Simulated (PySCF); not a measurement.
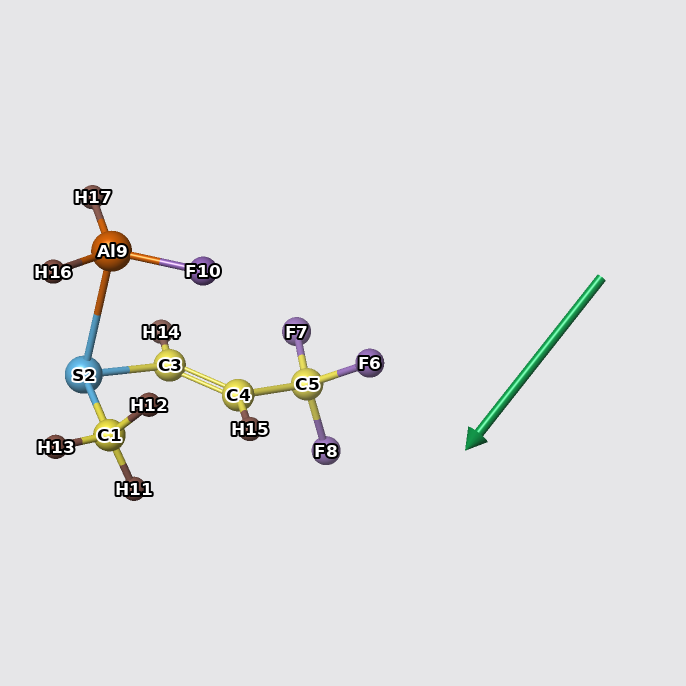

The arrow beside the molecule shows the direction of the dipole moment, from the negative to the positive end (its length means nothing). Computed geometry: GFN2-xTB optimisation. No frequency run is at hand to confirm it as a minimum. Method: PBE0/pcSseg-1, gas phase (PySCF 2.14.0).

**Estimate the dipole moment.**

3.89 D; it points from the side of F6, F7 to the side of H13 (the outermost atoms at the two ends).

The geometry is semi-empirical. Around Al such bond lengths and angles can be off by a tenth of an ångström or more and by several degrees, and values that hang on the shape move with them.
